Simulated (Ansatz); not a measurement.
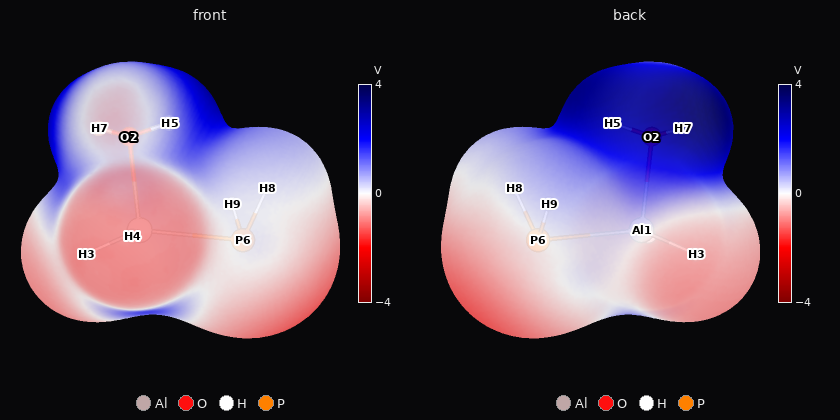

*AlH$_{6}$OP. The electrostatic potential painted on the density surface at 0.002 e/bohr³, seen from the front and from behind; red is negative and blue positive.*

Theory: RKS PBE-D4/def2-SVP (Ansatz 0.2.0).

Input

```
crystal:
  periodic: [false, false, false]
  atoms:
    - { symbol: Al, position_ang: [-0.316555, 1.464553, 0.021211] }
    - { symbol: O, position_ang: [1.223357, -1.052787, -1.094114] }
    - { symbol: H, position_ang: [-1.307399, 1.647987, -1.222812] }
    - { symbol: H, position_ang: [0.810509, 2.53998, 0.382294] }
    - { symbol: H, position_ang: [0.675143, -1.251061, -0.309548] }
    - { symbol: P, position_ang: [-0.87863, -0.13431, 1.575103] }
    - { symbol: H, position_ang: [0.67546, -1.374974, -1.836028] }
    - { symbol: H, position_ang: [0.433078, -0.674946, 1.814849] }
    - { symbol: H, position_ang: [-1.314863, -1.164341, 0.668946] }
basis:
  gaussian: { orbitals: def2-SVP }
hamiltonian:
  xc: pbe
  dispersion: d4
relax:
  f_tol: 0.03
  max_steps: 50
output:
  orbitals: {}
```

Command:

```sh
ansatz run input.yaml --threads 2 --pin off --max-ram 3072MiB --backend cpu --events-out ev --progress --plain --runs-dir out
```

The fields are those of the run's last geometry, not of the input's.

### Describe the electrostatic potential map.

The most negative region (about −1.3 V, or −30 kcal/mol for a unit charge) lies over P6, the most positive (about +3.6 V, or +83 kcal/mol for a unit charge) over H7.
